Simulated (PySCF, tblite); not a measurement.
# C3H9BOSi2: geometry, infrared bands and NMR shifts

What infrared bands and NMR shifts should C3H9BOSi2 (`CB(C#C[SiH3])O[SiH3]`) show?

Computed with tblite 0.8.0 and PySCF 2.14.0, with density-fitted response routines of our own, on a single molecule in the gas phase. Atoms are numbered from 0 throughout.

**1. Starting geometry**

16 atoms, charge 0, multiplicity 1; geometry from: force field or distance geometry start.

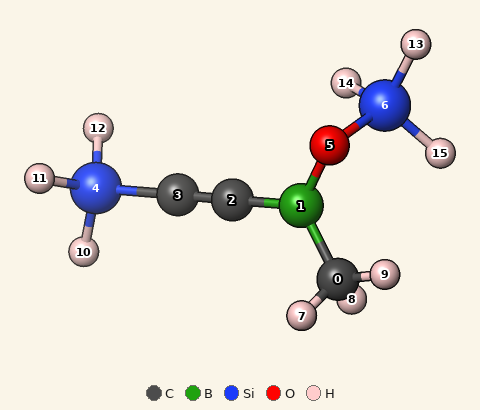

As it starts; carbon dark grey, boron green, silicon blue, oxygen red, hydrogen pink, atoms numbered; sticks join atoms by distance.

**2. Optimising the geometry with GFN2-xTB**

Job settings and geometry (Å):

```
{"job": {"kind": "relax", "xc": "GFN2-xTB", "basis": "xTB"}, "charge": 0, "multiplicity": 1}
C      1.219800    -1.986900     0.221700
B      0.730600    -0.475200     0.413300
C     -0.705700    -0.096300     0.096500
C     -1.851700     0.220000    -0.175800
Si    -3.562800     0.671400    -0.553200
O      1.622600     0.497200     1.049100
Si     2.473900     1.276800    -0.237000
H      0.567900    -2.657300     0.818200
H      1.149700    -2.256200    -0.850600
H      2.257400    -2.096500     0.567000
H     -4.187200    -0.395900    -1.359500
H     -4.320800     0.855900     0.688800
H     -3.570800     1.928100    -1.319000
H      3.399200     2.270400     0.326900
H      1.519600     1.966500    -1.123300
H      3.250800     0.286900    -0.984000
```

Command:

```console
> OMP_NUM_THREADS=1 python probes_run.py task.json out
```

One launch serves the whole session: the jobs run in the order shown.

**Question.** This job is followed by: GFN2-xTB harmonic vibrations, gas phase; GIAO PBE0/pcSseg-1 NMR shielding, non-relativistic, gas phase. Predict these results of the whole session: strongest single infrared mode (GFN2-xTB); zero-point energy (GFN2-xTB); ¹³C shifts against TMS (PBE0/pcSseg-1); ¹H shifts against TMS (PBE0/pcSseg-1, means over atoms taken as alike); ¹¹B shifts against BF3·OEt2 (PBE0/pcSseg-1); ²⁹Si shifts against TMS (PBE0/pcSseg-1); ¹⁷O shifts against H2O (PBE0/pcSseg-1).

The runs gave:

| quantity | value |
| --- | --- |
| strongest single infrared mode (GFN2-xTB) | 1361 cm⁻¹, 912 km/mol |
| zero-point energy (GFN2-xTB) | 63.8 kcal/mol |
| ¹³C shifts against TMS (PBE0/pcSseg-1) | 123.4, 110.3, 11.4 ppm |
| ¹H shifts against TMS (PBE0/pcSseg-1, means over atoms taken as alike) | 5.26, 4.26, 0.60 ppm |
| ¹¹B shifts against BF3·OEt2 (PBE0/pcSseg-1) | 36.8 ppm |
| ²⁹Si shifts against TMS (PBE0/pcSseg-1) | -45.5, -99.6 ppm |
| ¹⁷O shifts against H2O (PBE0/pcSseg-1) | 159.6 ppm |

**Reading.** The optimisation took 129 steps and gained 0.892 eV; among the close pairs (by a distance rule), B1–O5 changed most, from 1.465 to 1.328 Å. The lowest mode is slightly imaginary (5i cm⁻¹), a soft motion within the noise of the Hessian, so the minimum is not strictly shown. The strongest single mode, at 1361 cm⁻¹, moves mainly B1 and O5. Unscaled tight-binding wavenumbers are off by several per cent, some by more. Its intensities can rank the bands wrongly.
